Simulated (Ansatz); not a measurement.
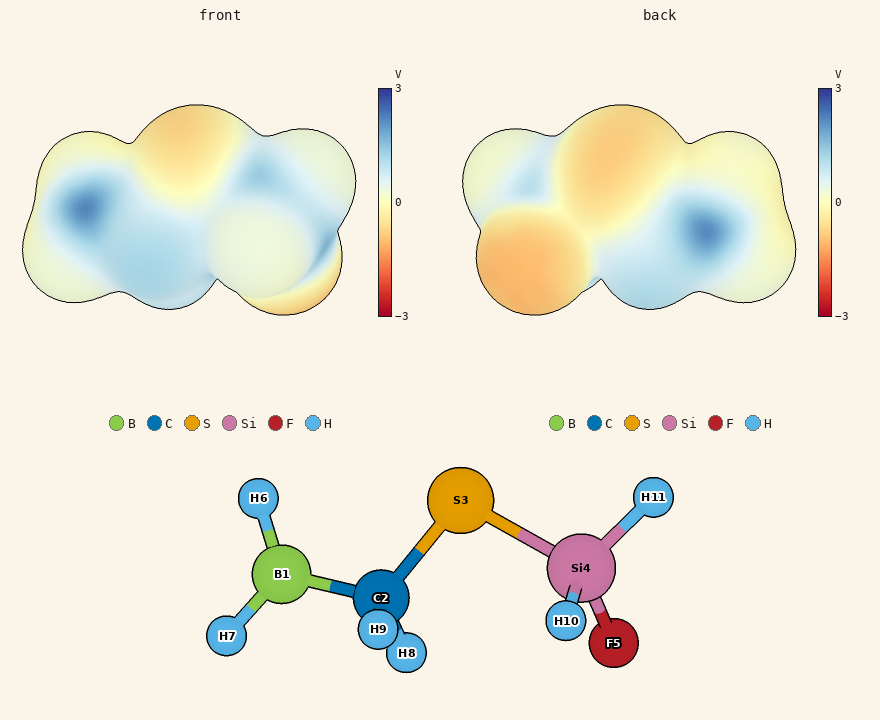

The picture shows: CH6BFSSi. The electrostatic potential painted on the density surface at 0.002 e/bohr³, seen from the front and from behind; the colour scale runs from red (negative) to blue (positive). The bare structure is drawn below in the same view.

All numbers below come from RKS r2SCANh-D4/def2-SVP (Ansatz).

```xyz
11

B    -0.6863    1.7285    1.4200
C    -0.4525    0.6261    0.3447
S     1.0446   -0.4037    0.6129
Si    0.9014   -1.6693   -1.0760
F     1.0662   -0.8239   -2.4545
H     0.0558    1.8971    2.3525
H    -1.6589    2.4318    1.2916
H    -0.4062    1.1217   -0.6417
H    -1.3608   -0.0037    0.3038
H    -0.4399   -2.3041   -1.1564
H     2.0018   -2.6576   -0.9762
```

Question: Which sites attract a positive test charge, and which a negative one?

Answer: A positive charge is drawn to the negative regions and a negative charge to the positive ones. The most negative region (about −1.0 V, or −23 kcal/mol for a unit charge) lies over F5, the most positive (about +2.0 V, or +46 kcal/mol for a unit charge) over B1.
